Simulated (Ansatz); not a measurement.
# BH6NOSi: what the fields show

The calculation's input:

```
crystal:
  periodic: [false, false, false]
  atoms:
    - { symbol: "N", position_ang: [-1.4549, 0.9823, -0.4343] }
    - { symbol: B, position_ang: [-0.1203, 0.9667, 0.1759] }
    - { symbol: O, position_ang: [0.146, -0.0122, 1.2046] }
    - { symbol: Si, position_ang: [0.9078, -1.3665, 0.3944] }
    - { symbol: H, position_ang: [-1.3755, 0.9145, -1.4953] }
    - { symbol: H, position_ang: [-1.873, 2.0055, -0.2799] }
    - { symbol: H, position_ang: [0.7327, 1.7611, -0.1352] }
    - { symbol: H, position_ang: [1.1995, -2.4024, 1.3753] }
    - { symbol: H, position_ang: [-0.1464, -1.9026, -0.5111] }
    - { symbol: H, position_ang: [2.0671, -0.9976, -0.2915] }
basis:
  gaussian: { orbitals: "6-31G*" }
hamiltonian:
  xc: pbe0
  dispersion: d4
relax:
  f_tol: 0.015
  max_steps: 40
output:
  orbitals: {}
```

Command:

```sh
ansatz run input.yaml --threads 1 --pin off --max-ram 2048MiB --backend cpu --events-out ev --progress --plain --runs-dir out
```

The fields are those of the relaxed geometry.

These are results of RKS PBE0-D4/6-31G* (Ansatz 0.2.0), not measurements.

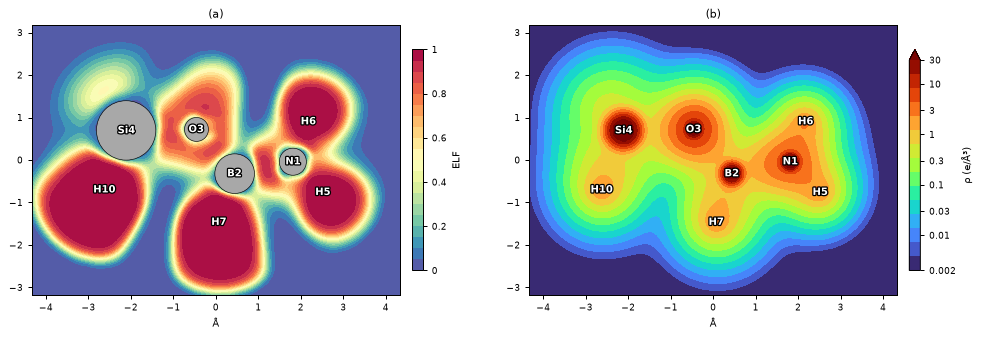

Figure 1. (a) electron localisation function; (b) total electron density on the plane of atoms B2, N1 and H5. Grey discs cover the atomic cores in the ELF map.

Question: Describe what can be read from this map.

Answer:
- The section cuts through N, B, O, Si and H sites.
- B–O (1.38 Å): ρ is about 2 e/Å³ halfway; the ELF peaks at about 0.90 between the atoms, as expected for a shared but strongly polarised pair.
- B–N (1.40 Å): the density is about 1.9 e/Å³ at the midpoint; the ELF peaks at about 0.90 between the atoms, as expected for a polar covalent bond.
- Si–O (1.66 Å): the density is about 1.1 e/Å³ at the midpoint; the ELF peaks at about 0.85 between the atoms, as expected for a polar covalent bond.
- N–H (1.01 Å): ρ is about 2.8 e/Å³ halfway; the ELF climbs to about 1 towards the hydrogen, as it does in any bond to H (an ordinary covalent bond to hydrogen).
- B–H (1.20 Å): ρ at the midpoint is about 1.2 e/Å³; the ELF climbs to about 1 towards the hydrogen (a covalent bond by its length).
- The ELF also peaks beside O3, away from the bonds: lone-pair regions.

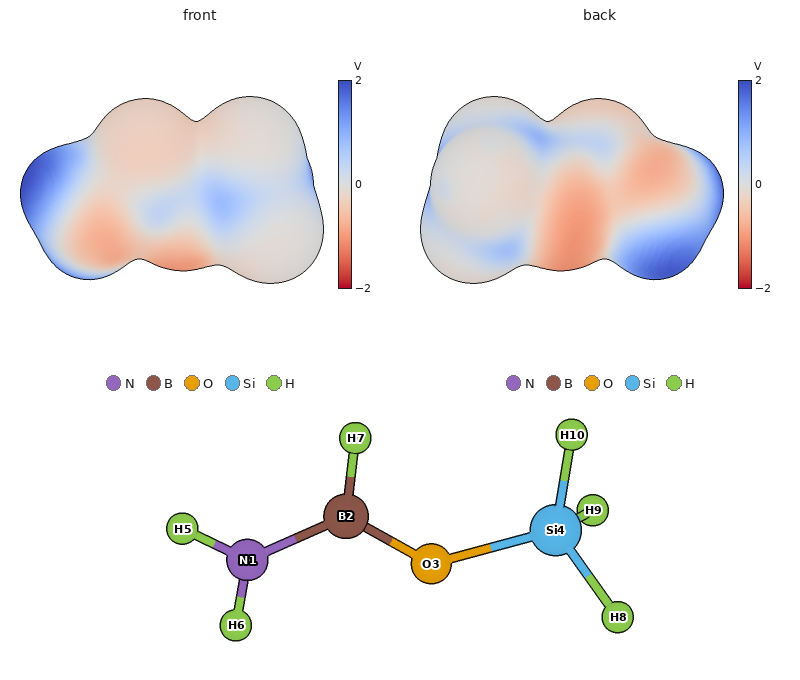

Figure 2. The molecular electrostatic potential painted on the density surface at 0.002 e/bohr³, seen from the front and from behind; red is negative and blue positive. The bare structure is drawn below in the same view.

Question: Where is the surface potential most negative and most positive?

Answer: The most negative region (about −1.0 V) lies over O3, the most positive (about +1.9 V) over H5. O3 is the likeliest acceptor of a hydrogen bond.

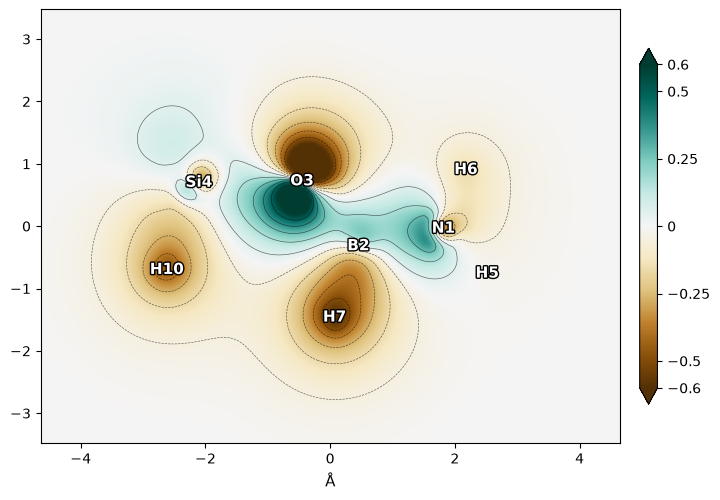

Figure 3. The HOMO−1 on the plane of atoms O3, B2 and H7 (values in Å⁻³ᐟ²; the overall sign is arbitrary).

Question: Describe this orbital and give its energy.

Answer: It lies mainly on O3 (about 40 %), H7 (about 15 %), B2 (about 15 %), Si4 (about 10 %) and H10 (about 10 %). Its energy is −8.54 eV.
